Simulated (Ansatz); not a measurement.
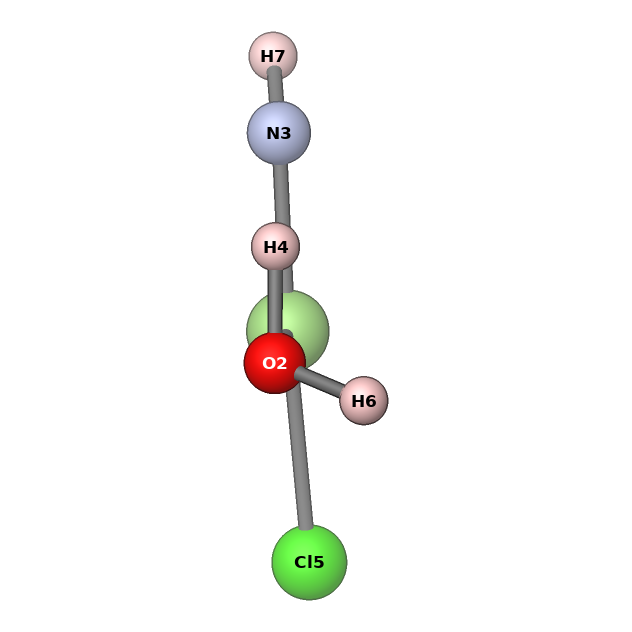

Ga1 lies behind O2. The molecule seen nearly along the O2–Ga1 bond, O2 in front. Distant atoms are faded towards the background colour. The computed structure is the end point of a PBE0-D4/def2-TZVP optimisation.

What is the torsion angle H4–O2–Ga1–Cl5? The sign is positive where the front bond must turn clockwise to cover the back bond.

Answer. 176°, antiperiplanar (anti).
